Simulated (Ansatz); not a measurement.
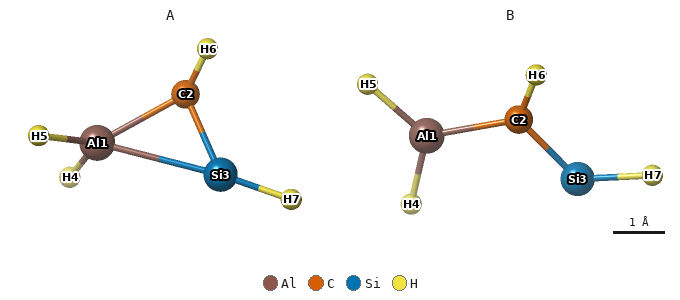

Two geometries of CH₄AlSi (multiplicity 2), drawn at one scale. One is the start of a relaxation, the other its converged end. A ball-and-stick model, seen at a tilt.

The calculation used UKS PBE0-D4/def2-TZVP in Ansatz 0.2.0. Set-up: force threshold 0.005 eV/Å; at most 200 steps.

Which geometry has the lower energy?

Structure B is the relaxed one. After 10 accepted moves (12 points after the start) the energy has fallen by 16.6 kcal/mol. Largest force component: 1.9 eV/Å at the start, 0.0029 eV/Å at the end. The line search rejected the trial steps at points 7, 10 of the run. The atom that moves furthest after the best rigid fit is H5 (1.26 Å). By element the largest moves are H 1.26 Å, C 0.70 Å, Si 0.58 Å, Al 0.25 Å. Some distances before and after: Al1–Si3 2.564 → 3.099 Å, C2–Si3 1.802 → 1.710 Å, Al1–C2 1.988 → 1.908 Å, Al1–H4 1.562 → 1.591 Å. Among the angles between lasting bonds that change: Al1–C2–Si3 85.0° → 117.8°, Al1–C2–H6 138.5° → 124.4°, H4–Al1–H5 109.9° → 120.7°.
